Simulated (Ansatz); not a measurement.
# Nb(100) with 4 thermally displaced layers, 2x2: scattering by thermal displacements, part 2 of 2

Wanted: the phonon-limited resistivity of Nb at 80 K by the Landauer route.

Ansatz 0.2.0; Ansatz plane-wave DFT, PBE, PAW files; ballistic transport by layer matching (Landauer), zero bias; PAW set soft_1.

So far. Step 2 (With 4 displaced layers): Over the solved energies the transmission per spin lies between 9.30 and 10.0, out of 10.7 channels of the lead on average (up to 11.4).

## (3) With 8 displaced layers

System of this step: Nb(100) with 8 thermally displaced layers, 2x2. The cell holds 72 atoms: 72 Nb. Cell: a = 6.613 Å, b = 6.613 Å, c = 29.757 Å, α = 90.0°, β = 90.0°, γ = 90.0°. It derives from Nb. Regions: lead, 40 atoms (40 Nb); scattering region, 32 atoms (32 Nb). The structure is stacked along c, and the current runs across the ab planes.

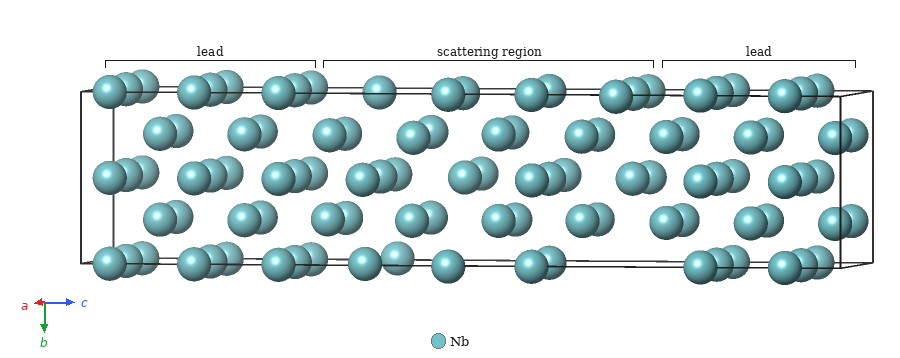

The cell of this step (niobium teal). Some periodic images of atoms are drawn too.

Input file input.yaml:

```yaml
crystal:
  lattice:
    - [6.6126, 0.0, 0.0]
    - [0.0, 6.6126, 0.0]
    - [0.0, 0.0, 29.7567]
  atoms:
    - { symbol: Nb, position: [0.0, 0.0, 0.0277777778] }
    - { symbol: Nb, position: [0.0, 0.5, 0.0277777778] }
    - { symbol: Nb, position: [0.5, 0.0, 0.0277777778] }
    - { symbol: Nb, position: [0.5, 0.5, 0.0277777778] }
    - { symbol: Nb, position: [0.25, 0.25, 0.0833333333] }
    - { symbol: Nb, position: [0.25, 0.75, 0.0833333333] }
    - { symbol: Nb, position: [0.75, 0.25, 0.0833333333] }
    - { symbol: Nb, position: [0.75, 0.75, 0.0833333333] }
    - { symbol: Nb, position: [0.0, 0.0, 0.1388888889] }
    - { symbol: Nb, position: [0.0, 0.5, 0.1388888889] }
    - { symbol: Nb, position: [0.5, 0.0, 0.1388888889] }
    - { symbol: Nb, position: [0.5, 0.5, 0.1388888889] }
    - { symbol: Nb, position: [0.25, 0.25, 0.1944444444] }
    - { symbol: Nb, position: [0.25, 0.75, 0.1944444444] }
    - { symbol: Nb, position: [0.75, 0.25, 0.1944444444] }
    - { symbol: Nb, position: [0.75, 0.75, 0.1944444444] }
    - { symbol: Nb, position: [0.0, 0.0, 0.25] }
    - { symbol: Nb, position: [0.0, 0.5, 0.25] }
    - { symbol: Nb, position: [0.5, 0.0, 0.25] }
    - { symbol: Nb, position: [0.5, 0.5, 0.25] }
    - { symbol: Nb, position: [0.2626247774, 0.259215459, 0.3061120684] }
    - { symbol: Nb, position: [0.2415328272, 0.7499687881, 0.3065778184] }
    - { symbol: Nb, position: [0.740971935, 0.2527687786, 0.3062249394] }
    - { symbol: Nb, position: [0.7548774502, 0.741702411, 0.3045251522] }
    - { symbol: Nb, position: [0.9969417234, 0.9918027293, 0.363819655] }
    - { symbol: Nb, position: [0.9965249548, 0.502305222, 0.3607084619] }
    - { symbol: Nb, position: [0.5110960289, 0.0092522985, 0.3620973679] }
    - { symbol: Nb, position: [0.4845591234, 0.5003645879, 0.3621757473] }
    - { symbol: Nb, position: [0.257035161, 0.2456700778, 0.419503903] }
    - { symbol: Nb, position: [0.2407472111, 0.7453644081, 0.4181227266] }
    - { symbol: Nb, position: [0.7503437453, 0.2640315671, 0.4169602288] }
    - { symbol: Nb, position: [0.7455629553, 0.7473542612, 0.4149675338] }
    - { symbol: Nb, position: [0.9910467832, 0.0044175459, 0.4731272137] }
    - { symbol: Nb, position: [0.0090714923, 0.4947121749, 0.4748525006] }
    - { symbol: Nb, position: [0.4979861592, 0.0110325096, 0.471548288] }
    - { symbol: Nb, position: [0.4948461739, 0.5017503462, 0.4738284011] }
    - { symbol: Nb, position: [0.2511282586, 0.2458969649, 0.5256892302] }
    - { symbol: Nb, position: [0.2401789863, 0.7535225001, 0.5293189591] }
    - { symbol: Nb, position: [0.748848722, 0.242471495, 0.5291372791] }
    - { symbol: Nb, position: [0.7410277666, 0.7450032462, 0.5287448269] }
    - { symbol: Nb, position: [0.9842323592, 0.0027074466, 0.5824276021] }
    - { symbol: Nb, position: [0.0007657666, 0.4994695291, 0.5836480659] }
    - { symbol: Nb, position: [0.5048643409, 0.9946857993, 0.5855460867] }
    - { symbol: Nb, position: [0.5050880301, 0.5059123728, 0.5851472597] }
    - { symbol: Nb, position: [0.2555189462, 0.2559147975, 0.6390066033] }
    - { symbol: Nb, position: [0.240002024, 0.7490536849, 0.6376906006] }
    - { symbol: Nb, position: [0.7400302784, 0.2518110823, 0.6380035436] }
    - { symbol: Nb, position: [0.7427837477, 0.7426912735, 0.639306868] }
    - { symbol: Nb, position: [0.0025133581, 0.0092669894, 0.6944227765] }
    - { symbol: Nb, position: [0.0073005886, 0.5098262315, 0.6962354825] }
    - { symbol: Nb, position: [0.4834253678, 0.0086098791, 0.6949733008] }
    - { symbol: Nb, position: [0.5029695357, 0.5026013393, 0.695040474] }
    - { symbol: Nb, position: [0.25, 0.25, 0.75] }
    - { symbol: Nb, position: [0.25, 0.75, 0.75] }
    - { symbol: Nb, position: [0.75, 0.25, 0.75] }
    - { symbol: Nb, position: [0.75, 0.75, 0.75] }
    - { symbol: Nb, position: [0.0, 0.0, 0.8055555556] }
    - { symbol: Nb, position: [0.0, 0.5, 0.8055555556] }
    - { symbol: Nb, position: [0.5, 0.0, 0.8055555556] }
    - { symbol: Nb, position: [0.5, 0.5, 0.8055555556] }
    - { symbol: Nb, position: [0.25, 0.25, 0.8611111111] }
    - { symbol: Nb, position: [0.25, 0.75, 0.8611111111] }
    - { symbol: Nb, position: [0.75, 0.25, 0.8611111111] }
    - { symbol: Nb, position: [0.75, 0.75, 0.8611111111] }
    - { symbol: Nb, position: [0.0, 0.0, 0.9166666667] }
    - { symbol: Nb, position: [0.0, 0.5, 0.9166666667] }
    - { symbol: Nb, position: [0.5, 0.0, 0.9166666667] }
    - { symbol: Nb, position: [0.5, 0.5, 0.9166666667] }
    - { symbol: Nb, position: [0.25, 0.25, 0.9722222222] }
    - { symbol: Nb, position: [0.25, 0.75, 0.9722222222] }
    - { symbol: Nb, position: [0.75, 0.25, 0.9722222222] }
    - { symbol: Nb, position: [0.75, 0.75, 0.9722222222] }
kpoints:
  mp_grid: { grid: [4, 4, 1] }
hamiltonian:
  xc: pbe
  pseudopotentials: { kind: paw, azcp: { folder: soft_1 } }
scf:
  occupations: { method: fermi_dirac, width: 0.1 }
output:
  transmission: { leads: [[0, 4]], kmesh: [8, 8], e_range: [-0.05, 0.05], de: 0.05 }
  write_potential: true
  write_density: true
  volumetric_format: npy
```

Command:

```console
$ ansatz run input.yaml --threads 4 --pin off --max-ram 15360MiB --backend cpu --events-out ev --progress --plain --runs-dir out
```

Numbers of over 12 decimals in the logs are rounded to 6 here.

The log of the run:

```text
[...]
Crystal: 72 atoms, lattice volume = 1301.156 Å³
Basis set: ecut = 420 eV, 25467 PW (Γ)
Bands: 562, of which v1, the nominal top of the filled ones, is band 468 counted from 1 (467 counted from 0)
Symmetry: 1 space group operations
[...]
k-points: 10 of 16 (time reversal used)
[...]
SCF iter   1: F=—  HF=-327800.063506 eV  |F-HF|=—  |Δ(HF+E_count)|=         —  Δρ=7.75e-2  dr2=9.19e1  ethr=3.10e-3  ⟨swp⟩=5.9  Hψ=22154  notcnv=0
[...]
SCF iter   8: F=-327767.731984 eV  HF=-327767.731984 eV  |F-HF|=5.82e-10  |Δ(HF+E_count)|=   1.69e-8  Δρ=7.00e-7  dr2=4.85e-9  ethr=1.07e-11  ⟨swp⟩=7.4  Hψ=13862  notcnv=0
SCF 1 converged in 8 iterations: F = -327767.731984 eV  dr2 = 4.85e-9
[...]
transmission: 192 of 1870 steps passed
transmission: 375 of 1870 steps passed
[...]
transmission: 1870 of 1870 steps passed
SCF converged after 8 iterations
Free energy (F): -327767.731984 eV
[...]
Internal energy: -327764.249712 eV  (E = F + TS)
E sigma→0 (E₀):  -327765.990848 eV
Entropy (-TS):   -3.482272 eV (-48.365 meV/atom)
Fermi energy:    17.741754 eV
[...]
--- Band table (eV; the first three rows and the last of 10) ---
  k-point 0: bands = [... 464 lower, 18.1974, 18.2152, 18.3707, 18.3786, 18.3893, 18.4029, 18.4050, 18.4227, ... 90 higher]
  k-point 1: bands = [... 464 lower, 17.9843, 18.0219, 18.0337, 18.0475, 18.0569, 18.0674, 18.0971, 18.1585, ... 90 higher]
  k-point 2: bands = [... 464 lower, 17.6625, 17.6741, 17.6829, 17.6878, 17.6946, 17.7013, 17.7036, 17.7155, ... 90 higher]
  k-point 9: bands = [... 464 lower, 17.1275, 17.1522, 17.1549, 17.1694, 17.1789, 17.1853, 17.1972, 17.2067, ... 90 higher]
--- Transmission ---
  basis      : 385 plane waves across, 55 finite elements along
  points     : 34, standing for a mesh of 8 x 8
[...]
channels       : 1.060938e1 a spin
[...]
junction   : crystal 0 to crystal 0, 0.70 to 28.80 Å
    transmission   : 8.455148e0 a spin
[...]
```

The job ended after 26 min (4 threads of Arm Neoverse V1, shared host; peak memory 8.2 GiB; 89 min of CPU time).

Numbers from this step:

| Property | Result |
| --- | --- |
| free energy | -327767.7320 eV |
| energy at zero smearing | -327765.9908 eV |
| transmission per spin nearest the Fermi level | 8.455 |
| step of the lead's potential | 1.1 meV |

Per spin. Table of transmission, zone mean by energy, zero at the Fermi level:

| energy (eV) | transmission, zone mean |
| --- | --- |
| -0.0500 | 8.93 |
| 0.0000 | 8.46 |
| 0.0500 | 8.36 |

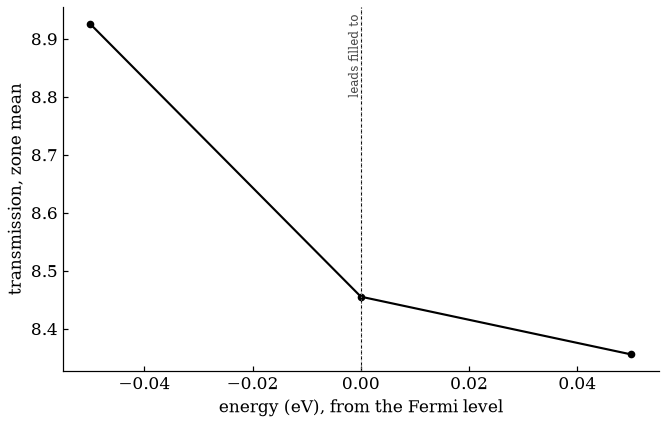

Transmission, zone mean, plotted against energy.

Over the solved energies the transmission per spin lies between 8.36 and 8.93, out of 10.7 channels of the lead on average (up to 11.4).

## (4) With 12 displaced layers

System of this step: Nb(100) with 12 thermally displaced layers, 2x2. The cell holds 88 atoms: 88 Nb. Cell: a = 6.613 Å, b = 6.613 Å, c = 36.369 Å, α = 90.0°, β = 90.0°, γ = 90.0°. It derives from Nb. Regions: lead, 40 atoms (40 Nb); scattering region, 48 atoms (48 Nb). The structure is stacked along c, and the current runs across the ab planes.

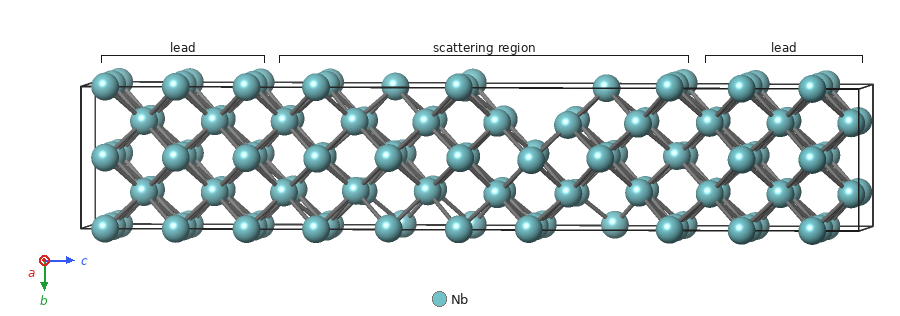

The cell of this step (niobium teal). Some periodic images of atoms are drawn too.

Input file input.yaml:

```yaml
crystal:
  lattice:
    - [6.6126, 0.0, 0.0]
    - [0.0, 6.6126, 0.0]
    - [0.0, 0.0, 36.3693]
  atoms:
    - { symbol: Nb, position: [0.0, 0.0, 0.0227272727] }
    - { symbol: Nb, position: [0.0, 0.5, 0.0227272727] }
    - { symbol: Nb, position: [0.5, 0.0, 0.0227272727] }
    - { symbol: Nb, position: [0.5, 0.5, 0.0227272727] }
    - { symbol: Nb, position: [0.25, 0.25, 0.0681818182] }
    - { symbol: Nb, position: [0.25, 0.75, 0.0681818182] }
    - { symbol: Nb, position: [0.75, 0.25, 0.0681818182] }
    - { symbol: Nb, position: [0.75, 0.75, 0.0681818182] }
    - { symbol: Nb, position: [0.0, 0.0, 0.1136363636] }
    - { symbol: Nb, position: [0.0, 0.5, 0.1136363636] }
    - { symbol: Nb, position: [0.5, 0.0, 0.1136363636] }
    - { symbol: Nb, position: [0.5, 0.5, 0.1136363636] }
    - { symbol: Nb, position: [0.25, 0.25, 0.1590909091] }
    - { symbol: Nb, position: [0.25, 0.75, 0.1590909091] }
    - { symbol: Nb, position: [0.75, 0.25, 0.1590909091] }
    - { symbol: Nb, position: [0.75, 0.75, 0.1590909091] }
    - { symbol: Nb, position: [0.0, 0.0, 0.2045454545] }
    - { symbol: Nb, position: [0.0, 0.5, 0.2045454545] }
    - { symbol: Nb, position: [0.5, 0.0, 0.2045454545] }
    - { symbol: Nb, position: [0.5, 0.5, 0.2045454545] }
    - { symbol: Nb, position: [0.2522382634, 0.2474849506, 0.2475771781] }
    - { symbol: Nb, position: [0.2492367909, 0.7443679289, 0.2513762069] }
    - { symbol: Nb, position: [0.7479764974, 0.2505849453, 0.2489175401] }
    - { symbol: Nb, position: [0.7464218638, 0.7499191832, 0.2481075238] }
    - { symbol: Nb, position: [0.0021070211, 0.9992567092, 0.293943852] }
    - { symbol: Nb, position: [0.9831946214, 0.5035951619, 0.2950754017] }
    - { symbol: Nb, position: [0.4962860187, 0.9983451699, 0.2977688681] }
    - { symbol: Nb, position: [0.4996510247, 0.5006069759, 0.2935599063] }
    - { symbol: Nb, position: [0.2615435649, 0.2564292059, 0.3422684437] }
    - { symbol: Nb, position: [0.2503340619, 0.7564233674, 0.3413817042] }
    - { symbol: Nb, position: [0.7542968616, 0.248933523, 0.3390312503] }
    - { symbol: Nb, position: [0.7572095946, 0.7364409626, 0.3406033941] }
    - { symbol: Nb, position: [0.998566829, 0.9926922612, 0.3871447999] }
    - { symbol: Nb, position: [0.9985962095, 0.4969386886, 0.3870259526] }
    - { symbol: Nb, position: [0.4966604197, 0.0097331392, 0.3868114157] }
    - { symbol: Nb, position: [0.4966761587, 0.4863757563, 0.3846974635] }
    - { symbol: Nb, position: [0.2576158588, 0.2496453971, 0.4314574599] }
    - { symbol: Nb, position: [0.2615149225, 0.7410119628, 0.4310720111] }
    - { symbol: Nb, position: [0.7466883888, 0.2541087003, 0.4309727896] }
    - { symbol: Nb, position: [0.7457015354, 0.738752075, 0.4327474261] }
    - { symbol: Nb, position: [0.0056489415, 0.9966618373, 0.4774808343] }
    - { symbol: Nb, position: [0.9909419107, 0.4966938162, 0.4790283372] }
    - { symbol: Nb, position: [0.5009511196, 0.0161896426, 0.4762697864] }
    - { symbol: Nb, position: [0.5040662854, 0.4986300123, 0.4779936204] }
    - { symbol: Nb, position: [0.2499494671, 0.24606746, 0.5216218658] }
    - { symbol: Nb, position: [0.2714849479, 0.7494580122, 0.5201579001] }
    - { symbol: Nb, position: [0.7454549957, 0.254751296, 0.5220902256] }
    - { symbol: Nb, position: [0.7595331916, 0.7570242063, 0.5225331822] }
    - { symbol: Nb, position: [0.9966909937, 0.9929589568, 0.5672900098] }
    - { symbol: Nb, position: [0.9896770962, 0.5084396874, 0.5702084869] }
    - { symbol: Nb, position: [0.4911977373, 0.9917194739, 0.5659286052] }
    - { symbol: Nb, position: [0.4932458872, 0.4782326534, 0.5667264716] }
    - { symbol: Nb, position: [0.2590880058, 0.2475777341, 0.6147251662] }
    - { symbol: Nb, position: [0.2465735979, 0.7623377012, 0.6138901819] }
    - { symbol: Nb, position: [0.7473231569, 0.2678858578, 0.6132229629] }
    - { symbol: Nb, position: [0.7414423987, 0.7514148643, 0.613586885] }
    - { symbol: Nb, position: [0.0074721634, 0.9935417418, 0.6601161771] }
    - { symbol: Nb, position: [0.0059755502, 0.4953212476, 0.6592988938] }
    - { symbol: Nb, position: [0.4941785882, 0.0164380171, 0.658193784] }
    - { symbol: Nb, position: [0.4968251258, 0.4925312459, 0.6586499254] }
    - { symbol: Nb, position: [0.2499588243, 0.2553802061, 0.7037676501] }
    - { symbol: Nb, position: [0.2486982074, 0.7400740915, 0.7034912838] }
    - { symbol: Nb, position: [0.7693110477, 0.2572964082, 0.7035498634] }
    - { symbol: Nb, position: [0.7406283217, 0.7431637002, 0.7045178188] }
    - { symbol: Nb, position: [0.0002433515, 0.994783967, 0.7483608104] }
    - { symbol: Nb, position: [0.0099671761, 0.5031651409, 0.7495227731] }
    - { symbol: Nb, position: [0.4984537385, 0.9962893679, 0.7462592642] }
    - { symbol: Nb, position: [0.5008104888, 0.4924982664, 0.7487225072] }
    - { symbol: Nb, position: [0.25, 0.25, 0.7954545455] }
    - { symbol: Nb, position: [0.25, 0.75, 0.7954545455] }
    - { symbol: Nb, position: [0.75, 0.25, 0.7954545455] }
    - { symbol: Nb, position: [0.75, 0.75, 0.7954545455] }
    - { symbol: Nb, position: [0.0, 0.0, 0.8409090909] }
    - { symbol: Nb, position: [0.0, 0.5, 0.8409090909] }
    - { symbol: Nb, position: [0.5, 0.0, 0.8409090909] }
    - { symbol: Nb, position: [0.5, 0.5, 0.8409090909] }
    - { symbol: Nb, position: [0.25, 0.25, 0.8863636364] }
    - { symbol: Nb, position: [0.25, 0.75, 0.8863636364] }
    - { symbol: Nb, position: [0.75, 0.25, 0.8863636364] }
    - { symbol: Nb, position: [0.75, 0.75, 0.8863636364] }
    - { symbol: Nb, position: [0.0, 0.0, 0.9318181818] }
    - { symbol: Nb, position: [0.0, 0.5, 0.9318181818] }
    - { symbol: Nb, position: [0.5, 0.0, 0.9318181818] }
    - { symbol: Nb, position: [0.5, 0.5, 0.9318181818] }
    - { symbol: Nb, position: [0.25, 0.25, 0.9772727273] }
    - { symbol: Nb, position: [0.25, 0.75, 0.9772727273] }
    - { symbol: Nb, position: [0.75, 0.25, 0.9772727273] }
    - { symbol: Nb, position: [0.75, 0.75, 0.9772727273] }
kpoints:
  mp_grid: { grid: [4, 4, 1] }
hamiltonian:
  xc: pbe
  pseudopotentials: { kind: paw, azcp: { folder: soft_1 } }
scf:
  occupations: { method: fermi_dirac, width: 0.1 }
output:
  transmission: { leads: [[0, 4]], kmesh: [8, 8], e_range: [-0.05, 0.05], de: 0.05 }
  write_potential: true
  write_density: true
  volumetric_format: npy
```

The log of the run:

```text
[...]
Crystal: 88 atoms, lattice volume = 1590.301 Å³
Basis set: ecut = 420 eV, 31009 PW (Γ)
Bands: 687, of which v1, the nominal top of the filled ones, is band 572 counted from 1 (571 counted from 0)
Symmetry: 1 space group operations
[...]
k-points: 10 of 16 (time reversal used)
[...]
SCF iter   1: F=—  HF=-400644.018472 eV  |F-HF|=—  |Δ(HF+E_count)|=         —  Δρ=7.76e-2  dr2=1.15e2  ethr=3.10e-3  ⟨swp⟩=5.9  Hψ=27132  notcnv=0  defer=10
[...]
SCF iter   8: F=-400604.429352 eV  HF=-400604.429352 eV  |F-HF|=1.40e-9  |Δ(HF+E_count)|=   1.59e-8  Δρ=8.00e-7  dr2=8.26e-9  ethr=8.74e-12  ⟨swp⟩=8.2  Hψ=17251  notcnv=0
SCF 1 converged in 8 iterations: F = -400604.429352 eV  dr2 = 8.26e-9
[...]
transmission: 228 of 2278 steps passed
transmission: 456 of 2278 steps passed
[...]
transmission: 2278 of 2278 steps passed
SCF converged after 8 iterations
Free energy (F): -400604.429352 eV
[...]
Internal energy: -400600.203908 eV  (E = F + TS)
E sigma→0 (E₀):  -400602.316630 eV
Entropy (-TS):   -4.225444 eV (-48.016 meV/atom)
Fermi energy:    17.750183 eV
[...]
--- Band table (eV; the first three rows and the last of 10) ---
  k-point 0: bands = [... 568 lower, 18.1844, 18.1928, 18.2079, 18.2165, 18.2256, 18.2435, 18.2470, 18.2486, ... 111 higher]
  k-point 1: bands = [... 568 lower, 17.9615, 17.9853, 18.0000, 18.0209, 18.0361, 18.0602, 18.0711, 18.1222, ... 111 higher]
  k-point 2: bands = [... 568 lower, 17.6974, 17.7031, 17.7130, 17.7305, 17.7314, 17.7386, 17.7435, 17.7575, ... 111 higher]
  k-point 9: bands = [... 568 lower, 17.0720, 17.0809, 17.0918, 17.1052, 17.1157, 17.1217, 17.1337, 17.1430, ... 111 higher]
--- Transmission ---
  basis      : 385 plane waves across, 67 finite elements along
  points     : 34, standing for a mesh of 8 x 8
[...]
channels       : 1.060938e1 a spin
[...]
junction   : crystal 0 to crystal 0, 0.70 to 35.41 Å
    transmission   : 7.627572e0 a spin
[...]
```

Run time: 39 min. Hardware: 4 threads; peak memory 8.6 GiB; 2.2 h of CPU time.

This step gave:

* free energy: -400604.4294 eV
* energy at zero smearing: -400602.3166 eV
* Fermi energy: 17.75 eV
* transmission per spin nearest the Fermi level: 7.628
* step of the lead's potential: 2.3 meV

Per spin. Transmission, zone mean against energy, zero at the Fermi level:

```
energy (eV)  transmission, zone mean
    -0.0500                     7.88
     0.0000                     7.63
     0.0500                     7.47
```

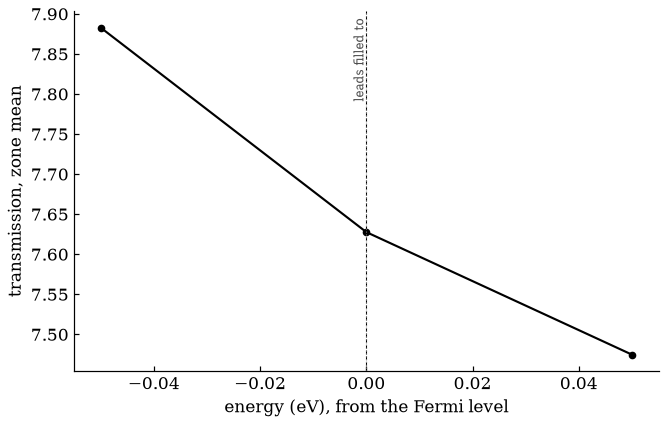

Transmission, zone mean, plotted against energy.

Over the solved energies the transmission per spin lies between 7.47 and 7.88, out of 10.7 channels of the lead on average (up to 11.4).

## (5) The fit

This step: Ansatz plane-wave DFT, PBE, PAW files; ballistic transport by layer matching (Landauer), zero bias; resistivity from the slope of the area resistance; PAW set soft_1 (Ansatz 0.2.0).

This step gave:

```yaml
resistivity: 11.43 µΩ cm
intercept: -0.01691 fΩ m²
scatter_about_the_fit: 0.001497 fΩ m²
```

Resistance, by row:

```
run  length (Å)      T  channels N  RA (fΩ m²)
 n4       6.613  9.639       10.73     0.05972
 n8       13.23  8.579       10.73      0.1321
n12       19.84  7.662       10.73      0.2109
```

Area resistance against length of the displaced region:

```
length of the displaced region (Å)  area resistance (fΩ m²)
                              6.61                   0.0597
                             13.23                    0.132
                             19.84                    0.211
```

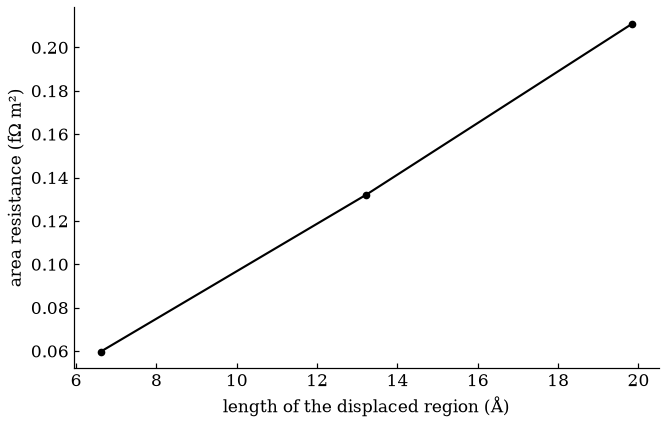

Area resistance against length of the displaced region.

The area resistance goes from 0.060 to 0.21 fΩ m² between 6.6 and 19.8 Å, a slope of 11 µΩ cm.

By hand from the end points: (0.2109 − 0.05972) fΩ m² / (19.84 − 6.61) Å = 11 µΩ cm, since 1 fΩ m² per Å is 1000 µΩ cm.

## (6) Results

* resistivity from the slope: 11.4 µΩ cm
* area resistance over 6.61 Å: 0.0597 fΩ m²
* area resistance over 13.2 Å: 0.132 fΩ m²
* area resistance over 19.8 Å: 0.211 fΩ m²

The slope gives 11 µΩ cm. The points scatter by 0.0015 fΩ m² about the line, with one random draw a length in a 2x2 cell, so the slope is a rough value. The mean square of the displacements drawn is 0.78, 0.99 and 1.2 of the nominal one at the three lengths; with each resistance scaled back by that, the slope is 7.8 µΩ cm, the value used below. Read with a model of isotropic scattering on a spherical Fermi surface and the lead's 1.9×10¹⁵ S/m², this slope means a mean free path near 56 Å; over these lengths the model's slope is 1.11 times its bulk resistivity, which would be 7.0 µΩ cm. This far under the Debye temperature the model doesn't describe a real metal: frozen displacements count zero-point motion as scattering and turn electrons through all angles, while in the metal the short-wave phonons freeze out.

[Logs are printed without paths, hosts, clocks, repeated set-up lines and the standing remarks that a program may print on its own settings, such as how far it seeks lower states.]

[Hosts, paths, dates, database ids (printed as entryN), source tags and the programs' standing remarks are cut or masked in the printed files.]
